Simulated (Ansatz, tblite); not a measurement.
# Ge20H28 off sphere (Ge₁₉PH₂₈+): removing and adding an electron

Aim: the energy of removing and adding an electron for Ge20H28 off sphere (Ge₁₉PH₂₈+), by energy differences, and how well orbital energies stand in for it.

Program: Ansatz 0.2.0, Gaussian basis. Level of theory: as each input shows. These are calculated values, not measurements.

The runs, in order: charge +2 doublet, at the geometry of the singlet (PBE0-D4/def2-TZVP, PBE-D4/def2-TZVP, BHLYP-D4/def2-TZVP); charge 0 doublet, at the geometry of the singlet (PBE0-D4/def2-TZVP, PBE-D4/def2-TZVP, BHLYP-D4/def2-TZVP); the starting singlet's energies come from earlier runs.

1 further run of the same task is left out (set aside as unsound or not needed). Runs told in other sessions of the task aren't counted.

## Step 1: The relaxed structure

The geometry is that of the singlet, from an earlier relaxation (PBE-D4/def2-SVP).

48 atoms, charge 1, spin multiplicity 1.

Atoms are counted from 1 here; the program's logs count them from 0.

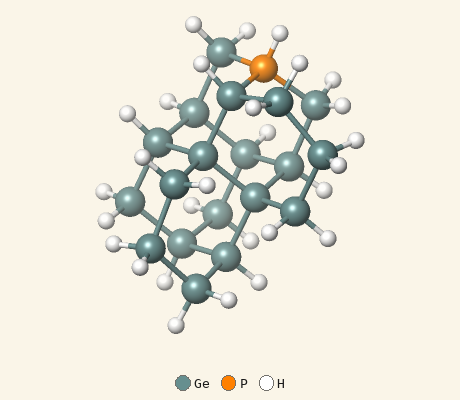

The geometry (germanium teal, phosphorus orange, hydrogen white).

The ion is computed in the gas phase, without counter-ions or solvent.

## Step 2: Charge +2 doublet at the fixed geometry, PBE0-D4/def2-TZVP

File in.yaml:

```yaml
crystal:
  periodic: [false, false, false]
  atoms:
    - {symbol: Ge, position_ang: [-3.953507, 2.213890, -0.403547]}
    - {symbol: Ge, position_ang: [-1.445689, -3.305888, 2.890667]}
    - {symbol: Ge, position_ang: [1.789188, -3.618844, -0.348118]}
    - {symbol: P, position_ang: [-1.034728, 1.996343, -2.967941]}
    - {symbol: Ge, position_ang: [1.691259, -0.717271, -3.047556]}
    - {symbol: Ge, position_ang: [-1.072408, -0.773238, -0.236683]}
    - {symbol: Ge, position_ang: [-1.208672, 1.931752, 2.659799]}
    - {symbol: Ge, position_ang: [1.744899, -0.776415, 2.531170]}
    - {symbol: Ge, position_ang: [1.692083, 2.096862, -0.254377]}
    - {symbol: Ge, position_ang: [4.567699, -0.712095, -0.279627]}
    - {symbol: Ge, position_ang: [-2.642938, -1.977523, 1.219389]}
    - {symbol: Ge, position_ang: [-2.487399, 0.670410, -1.628171]}
    - {symbol: Ge, position_ang: [-2.845897, 3.315866, 1.480914]}
    - {symbol: Ge, position_ang: [0.297485, -2.203433, -1.681949]}
    - {symbol: Ge, position_ang: [0.303897, -2.051063, 4.051964]}
    - {symbol: Ge, position_ang: [3.148102, -2.172425, 1.083477]}
    - {symbol: Ge, position_ang: [0.257397, 0.683529, -4.459029]}
    - {symbol: Ge, position_ang: [0.304538, 3.492496, -1.715411]}
    - {symbol: Ge, position_ang: [3.136597, 0.712023, -1.674390]}
    - {symbol: Ge, position_ang: [0.298688, 0.683258, 1.180021]}
    - {symbol: H, position_ang: [-4.501994, 3.252643, -1.424011]}
    - {symbol: H, position_ang: [-5.120244, 1.310686, 0.081857]}
    - {symbol: H, position_ang: [-2.484561, -3.816833, 3.927629]}
    - {symbol: H, position_ang: [-0.826224, -4.525064, 2.154828]}
    - {symbol: H, position_ang: [2.691663, -4.431991, -1.316108]}
    - {symbol: H, position_ang: [0.934483, -4.592519, 0.507272]}
    - {symbol: H, position_ang: [-1.867357, 2.824431, -3.789398]}
    - {symbol: H, position_ang: [2.559937, -1.530771, -4.054331]}
    - {symbol: H, position_ang: [-1.948777, 0.876829, 3.529724]}
    - {symbol: H, position_ang: [-0.360791, 2.842743, 3.591125]}
    - {symbol: H, position_ang: [2.684435, 0.148790, 3.365341]}
    - {symbol: H, position_ang: [2.534563, 3.107931, 0.579343]}
    - {symbol: H, position_ang: [5.494119, -1.532928, -1.218452]}
    - {symbol: H, position_ang: [5.426123, 0.208397, 0.630401]}
    - {symbol: H, position_ang: [-3.562566, -2.858011, 0.327560]}
    - {symbol: H, position_ang: [-3.515313, -0.880644, 1.897210]}
    - {symbol: H, position_ang: [-3.239122, -0.100874, -2.757678]}
    - {symbol: H, position_ang: [-3.958579, 3.773238, 2.463600]}
    - {symbol: H, position_ang: [-2.123608, 4.576062, 0.928843]}
    - {symbol: H, position_ang: [-0.639730, -3.018703, -2.623865]}
    - {symbol: H, position_ang: [1.185273, -3.034096, 4.871160]}
    - {symbol: H, position_ang: [-0.361351, -1.039664, 5.026214]}
    - {symbol: H, position_ang: [4.057019, -3.060060, 1.985331]}
    - {symbol: H, position_ang: [-0.835606, -0.052998, -5.278423]}
    - {symbol: H, position_ang: [0.978369, 1.743926, -5.334392]}
    - {symbol: H, position_ang: [1.060644, 4.280663, -2.818398]}
    - {symbol: H, position_ang: [-0.753444, 4.397636, -1.030557]}
    - {symbol: H, position_ang: [3.952063, 1.642956, -2.622438]}
basis:
  gaussian: {orbitals: def2-TZVP, fitting: {mean_field: def2-universal-jkfit}}
total_charge: 2
magnetization: {spin_polarized: true, initial_magnetization: 1}
hamiltonian: {xc: pbe0, dispersion: d4}
scf: {omitted_lower_state_checks: [starts]}
output: {orbitals: {seedname: orbitals}}
```

Started as:

```
$ ansatz run in.yaml --threads 11 --pin off --events-out ev --progress --plain --max-ram 174080MiB --backend cuda --devices 0, --max-vram 75GiB
```

What it wrote:

```text
Functional definition: PBE0
  name "PBE0"
  cite "Adamo & Barone, J. Chem. Phys. 110, 6158 (1999) doi:10.1063/1.478522"
  cite "Perdew, Burke & Ernzerhof, Phys. Rev. Lett. 77, 3865 (1996) doi:10.1103/PhysRevLett.77.3865"
  parent pbe
  parameter a = 0.25
  parameter kappa = 0.804
  parameter beta = 0.06672455060314922
  exchange = (1 - a)*pbe_x(kappa = kappa, mu = beta*pi^2/3) + a*exact_x
  correlation = pbe_c(beta = beta)
these checks for a lower state are left out or cut short: starts
5686 factors; integrals over basis functions are off by at most 6.1e-1 eV
mean field evaluation 1: about -1083445.1573 eV, gradient 4.2e1 eV
mean field evaluation 2: about -1083441.7023 eV, gradient 4.8e1 eV
mean field evaluation 4: about -1083449.1756 eV, gradient 4.0e0 eV
mean field evaluation 8: about -1083449.2139 eV, gradient 7.5e-1 eV
mean field evaluation 16: about -1083449.2207 eV, gradient 1.8e-2 eV
mean field evaluation 32: about -1083449.2209 eV, gradient 1.3e-4 eV
mean field -1083449.22089871 eV, -39816.0244797690 hartree, gradient 6.9e-6 eV, S^2 0.753994; 0 other end points of the search recorded, 0 dependent functions left out
reference -1083449.22097872 eV, -39816.0244827095 hartree; 325, 324 occupied and 792, 793 virtual orbitals, 5686 factors
Total energy: -1083452.17141126 eV, -39816.1329091055 hartree
Checks for a lower state left out: starts
```

Wall time 38 s (1 × H100 with 11 threads of AMD EPYC 7R13, shared host); peak host memory 2.1 GiB.

Report: HOMO -12.49 eV, LUMO -11.52 eV (over both spins); ⟨S²⟩ 0.754 (pure: 0.75).

## Step 3: Charge +2 doublet at the fixed geometry, PBE-D4/def2-TZVP

start.molden holds the orbitals of an earlier run on this state, given as this run's starting guess.

in.yaml: that of step 2 with these lines changed.

```diff
@@ -52,6 +52,6 @@
 basis:
-  gaussian: {orbitals: def2-TZVP, fitting: {mean_field: def2-universal-jkfit}}
+  gaussian: {orbitals: def2-TZVP, fitting: {mean_field: def2-universal-jkfit}, initial_orbitals: start.molden}
 total_charge: 2
 magnetization: {spin_polarized: true, initial_magnetization: 1}
-hamiltonian: {xc: pbe0, dispersion: d4}
+hamiltonian: {xc: pbe, dispersion: d4}
 scf: {omitted_lower_state_checks: [starts]}
```

The command is unchanged.

What it wrote:

```text
Functional definition: PBE
  name "PBE"
  cite "Perdew, Burke & Ernzerhof, Phys. Rev. Lett. 77, 3865 (1996) doi:10.1103/PhysRevLett.77.3865"
  parent pbe
  parameter kappa = 0.804
  parameter beta = 0.06672455060314922
  exchange = pbe_x(kappa = kappa, mu = beta*pi^2/3)
  correlation = pbe_c(beta = beta)
these checks for a lower state are left out or cut short: starts
5686 factors; integrals over basis functions are off by at most 6.1e-1 eV
mean field evaluation 1: about -1083418.8676 eV, gradient 2.5e1 eV
mean field evaluation 2: about -1083419.9047 eV, gradient 1.3e0 eV
mean field evaluation 4: about -1083419.8767 eV, gradient 1.2e-1 eV
mean field evaluation 8: about -1083419.8777 eV, gradient 1.5e-5 eV
mean field evaluation 16: about -1083419.8777 eV, gradient 6.1e-6 eV
mean field -1083419.87766364 eV, -39814.9461357700 hartree, gradient 6.1e-6 eV, S^2 0.750950; 0 other end points of the search recorded, 0 dependent functions left out
reference -1083419.87777323 eV, -39814.9461397970 hartree; 325, 324 occupied and 792, 793 virtual orbitals, 5686 factors
Total energy: -1083423.09791108 eV, -39815.0644776803 hartree
Checks for a lower state left out: starts
```

It took 17 s on 1 × H100 with 11 threads of AMD EPYC 7R13, shared host; peak host memory 2 GiB.

HOMO -11.59 eV, LUMO -11.56 eV (over both spins); ⟨S²⟩ 0.751 (pure: 0.75).

## Step 4: Charge +2 doublet at the fixed geometry, BHLYP-D4/def2-TZVP

in.yaml: that of step 3 with these lines changed.

```diff
@@ -55,3 +55,3 @@
 magnetization: {spin_polarized: true, initial_magnetization: 1}
-hamiltonian: {xc: pbe, dispersion: d4}
+hamiltonian: {xc: {name: BHLYP}, dispersion: d4}
 scf: {omitted_lower_state_checks: [starts]}
```

Launched as before.

What it wrote:

```text
Functional definition: BHLYP
  name "BHLYP"
  cite "Becke, J. Chem. Phys. 98, 1372 (1993) doi:10.1063/1.464304"
  cite "Becke, Phys. Rev. A 38, 3098 (1988) doi:10.1103/PhysRevA.38.3098"
  cite "Lee, Yang & Parr, Phys. Rev. B 37, 785 (1988) doi:10.1103/PhysRevB.37.785"
  parameter a = 0.5
  exchange = (1 - a)*b88_x + a*exact_x
  correlation = lyp_c
these checks for a lower state are left out or cut short: starts
5686 factors; integrals over basis functions are off by at most 6.1e-1 eV
mean field evaluation 1: about -1083574.4404 eV, gradient 2.3e1 eV
mean field evaluation 2: about -1083575.2402 eV, gradient 1.2e0 eV
mean field evaluation 4: about -1083575.2517 eV, gradient 3.3e-1 eV
mean field evaluation 8: about -1083575.2569 eV, gradient 1.2e-3 eV
mean field -1083575.25686723 eV, -39820.6562161820 hartree, gradient 5.2e-6 eV, S^2 0.760045; 0 other end points of the search recorded, 0 dependent functions left out
reference -1083575.25734093 eV, -39820.6562335903 hartree; 325, 324 occupied and 792, 793 virtual orbitals, 5686 factors
Total energy: -1083580.51269279 eV, -39820.8493642089 hartree
Checks for a lower state left out: starts
```

Wall time 51 s (1 × H100 with 11 threads of AMD EPYC 7R13, shared host); peak host memory 2 GiB.

HOMO -13.29 eV, LUMO -11.16 eV (over both spins); ⟨S²⟩ 0.760 (pure: 0.75).

## Step 5: Vertical ionisation energy

Charged state less starting state, singlet to doublet; the starting state's energies are those of its earlier runs.

| level | vertical ionisation energy (eV) | time |
| --- | --- | --- |
| PBE-D4/def2-TZVP | +10.19 | 26 s |
| PBE0-D4/def2-TZVP | +10.60 | 51 s |
| BHLYP-D4/def2-TZVP | +10.85 | 69 s |

Times add the two runs; a level without a time comes out of a correlated run.

Beside −ε(HOMO) of the starting state:

| level | −ε(HOMO) (eV) | by difference (eV) | mismatch (eV) |
| --- | --- | --- | --- |
| PBE-D4/def2-TZVP | 8.69 | 10.19 | -1.50 |
| PBE0-D4/def2-TZVP | 9.57 | 10.60 | -1.03 |
| BHLYP-D4/def2-TZVP | 10.35 | 10.85 | -0.50 |

## Step 6: Charge 0 doublet at the fixed geometry, PBE0-D4/def2-TZVP

in.yaml: that of step 4 with these lines changed.

```diff
@@ -52,6 +52,5 @@
 basis:
-  gaussian: {orbitals: def2-TZVP, fitting: {mean_field: def2-universal-jkfit}, initial_orbitals: start.molden}
-total_charge: 2
+  gaussian: {orbitals: def2-TZVP, fitting: {mean_field: def2-universal-jkfit}}
 magnetization: {spin_polarized: true, initial_magnetization: 1}
-hamiltonian: {xc: {name: BHLYP}, dispersion: d4}
+hamiltonian: {xc: pbe0, dispersion: d4}
 scf: {omitted_lower_state_checks: [starts]}
```

Same command.

What it wrote:

```text
Functional definition: PBE0
  name "PBE0"
  cite "Adamo & Barone, J. Chem. Phys. 110, 6158 (1999) doi:10.1063/1.478522"
  cite "Perdew, Burke & Ernzerhof, Phys. Rev. Lett. 77, 3865 (1996) doi:10.1103/PhysRevLett.77.3865"
  parent pbe
  parameter a = 0.25
  parameter kappa = 0.804
  parameter beta = 0.06672455060314922
  exchange = (1 - a)*pbe_x(kappa = kappa, mu = beta*pi^2/3) + a*exact_x
  correlation = pbe_c(beta = beta)
these checks for a lower state are left out or cut short: starts
5686 factors; integrals over basis functions are off by at most 6.1e-1 eV
mean field evaluation 1: about -1083459.7545 eV, gradient 4.5e1 eV
mean field evaluation 2: about -1083459.8297 eV, gradient 4.7e1 eV
mean field evaluation 4: about -1083463.0773 eV, gradient 4.3e0 eV
mean field evaluation 8: about -1083463.1562 eV, gradient 3.4e-1 eV
mean field evaluation 16: about -1083463.1669 eV, gradient 2.0e-2 eV
mean field evaluation 32: about -1083463.1670 eV, gradient 2.2e-4 eV
mean field -1083463.16697595 eV, -39816.5369886545 hartree, gradient 9.5e-6 eV, S^2 0.752968; 0 other end points of the search recorded, 0 dependent functions left out
reference -1083463.16705908 eV, -39816.5369917098 hartree; 326, 325 occupied and 791, 792 virtual orbitals, 5686 factors
Total energy: -1083466.22937093 eV, -39816.6495295943 hartree
Checks for a lower state left out: starts
```

Run time: 39 s. Hardware: 1 × H100 with 11 threads of AMD EPYC 7R13, shared host; peak host memory 2.1 GiB.

HOMO -2.47 eV, LUMO -1.30 eV (over both spins); ⟨S²⟩ 0.753 (pure: 0.75).

## Step 7: Charge 0 doublet at the fixed geometry, PBE-D4/def2-TZVP

in.yaml: that of step 6 with these lines changed.

```diff
@@ -52,5 +52,5 @@
 basis:
-  gaussian: {orbitals: def2-TZVP, fitting: {mean_field: def2-universal-jkfit}}
+  gaussian: {orbitals: def2-TZVP, fitting: {mean_field: def2-universal-jkfit}, initial_orbitals: start.molden}
 magnetization: {spin_polarized: true, initial_magnetization: 1}
-hamiltonian: {xc: pbe0, dispersion: d4}
+hamiltonian: {xc: pbe, dispersion: d4}
 scf: {omitted_lower_state_checks: [starts]}
```

Launched as before.

What it wrote:

```text
Functional definition: PBE
  name "PBE"
  cite "Perdew, Burke & Ernzerhof, Phys. Rev. Lett. 77, 3865 (1996) doi:10.1103/PhysRevLett.77.3865"
  parent pbe
  parameter kappa = 0.804
  parameter beta = 0.06672455060314922
  exchange = pbe_x(kappa = kappa, mu = beta*pi^2/3)
  correlation = pbe_c(beta = beta)
these checks for a lower state are left out or cut short: starts
5686 factors; integrals over basis functions are off by at most 6.1e-1 eV
mean field evaluation 1: about -1083432.6075 eV, gradient 2.5e1 eV
mean field evaluation 2: about -1083433.6460 eV, gradient 1.2e0 eV
mean field evaluation 4: about -1083433.6195 eV, gradient 1.2e-1 eV
mean field evaluation 8: about -1083433.6204 eV, gradient 3.6e-4 eV
mean field evaluation 16: about -1083433.6204 eV, gradient 4.5e-6 eV
mean field -1083433.62038626 eV, -39815.4511715110 hartree, gradient 4.5e-6 eV, S^2 0.751286; 0 other end points of the search recorded, 0 dependent functions left out
reference -1083433.62049462 eV, -39815.4511754931 hartree; 326, 325 occupied and 791, 792 virtual orbitals, 5686 factors
Total energy: -1083436.96399870 eV, -39815.5740470019 hartree
Checks for a lower state left out: starts
```

Wall time 16 s (1 × H100 with 11 threads of AMD EPYC 7R13, shared host); peak host memory 2 GiB.

HOMO -2.21 eV, LUMO -2.00 eV (over both spins); ⟨S²⟩ 0.751 (pure: 0.75).

## Step 8: Charge 0 doublet at the fixed geometry, BHLYP-D4/def2-TZVP

in.yaml: that of step 7 with these lines changed.

```diff
@@ -54,3 +54,3 @@
 magnetization: {spin_polarized: true, initial_magnetization: 1}
-hamiltonian: {xc: pbe, dispersion: d4}
+hamiltonian: {xc: {name: BHLYP}, dispersion: d4}
 scf: {omitted_lower_state_checks: [starts]}
```

Same command.

What it wrote:

```text
Functional definition: BHLYP
  name "BHLYP"
  cite "Becke, J. Chem. Phys. 98, 1372 (1993) doi:10.1063/1.464304"
  cite "Becke, Phys. Rev. A 38, 3098 (1988) doi:10.1103/PhysRevA.38.3098"
  cite "Lee, Yang & Parr, Phys. Rev. B 37, 785 (1988) doi:10.1103/PhysRevB.37.785"
  parameter a = 0.5
  exchange = (1 - a)*b88_x + a*exact_x
  correlation = lyp_c
these checks for a lower state are left out or cut short: starts
5686 factors; integrals over basis functions are off by at most 6.1e-1 eV
mean field evaluation 1: about -1083588.2622 eV, gradient 2.3e1 eV
mean field evaluation 2: about -1083589.0626 eV, gradient 1.1e0 eV
mean field evaluation 4: about -1083589.0546 eV, gradient 8.8e-2 eV
mean field evaluation 8: about -1083589.0552 eV, gradient 1.5e-4 eV
mean field -1083589.05516940 eV, -39821.1632944337 hartree, gradient 3.9e-6 eV, S^2 0.754441; 0 other end points of the search recorded, 0 dependent functions left out
reference -1083589.05564240 eV, -39821.1633118164 hartree; 326, 325 occupied and 791, 792 virtual orbitals, 5686 factors
Total energy: -1083594.46707649 eV, -39821.3621783511 hartree
Checks for a lower state left out: starts
```

Wall time 41 s (1 × H100 with 11 threads of AMD EPYC 7R13, shared host); peak host memory 2 GiB.

HOMO -2.58 eV, LUMO -0.44 eV (over both spins); ⟨S²⟩ 0.754 (pure: 0.75).

## Step 9: Vertical electron affinity

Starting state less charged state (positive: the electron is bound), singlet to doublet; the starting state's energies are those of its earlier runs.

| level | vertical electron affinity (eV) | time |
| --- | --- | --- |
| PBE-D4/def2-TZVP | +3.67 | 25 s |
| PBE0-D4/def2-TZVP | +3.46 | 52 s |
| BHLYP-D4/def2-TZVP | +3.10 | 59 s |

Times add the two runs; a level without a time comes out of a correlated run.

Beside −ε(LUMO) of the starting state:

| level | −ε(LUMO) (eV) | by difference (eV) | mismatch (eV) |
| --- | --- | --- | --- |
| PBE-D4/def2-TZVP | 5.03 | 3.67 | +1.36 |
| PBE0-D4/def2-TZVP | 4.33 | 3.46 | +0.88 |
| BHLYP-D4/def2-TZVP | 3.49 | 3.10 | +0.38 |

## Step 10: What came out

| quantity | value |
| --- | --- |
| vertical ionisation energy, functionals in def2-TZVP | 10.19 (PBE-D4) to 10.85 eV (BHLYP-D4) |
| vertical electron affinity, functionals in def2-TZVP | 3.10 (BHLYP-D4) to 3.67 eV (PBE-D4) |

**Reading.** The vertical ionisation energy spans 10.19 to 10.85 eV over the functionals. −ε(HOMO) misses the level's own difference by -0.50 eV at best (BHLYP-D4) and -1.50 eV at worst (PBE-D4). The vertical electron affinity spans 3.10 to 3.67 eV over the functionals. −ε(LUMO) misses the level's own difference by +0.38 eV at best (BHLYP-D4) and +1.36 eV at worst (PBE-D4).
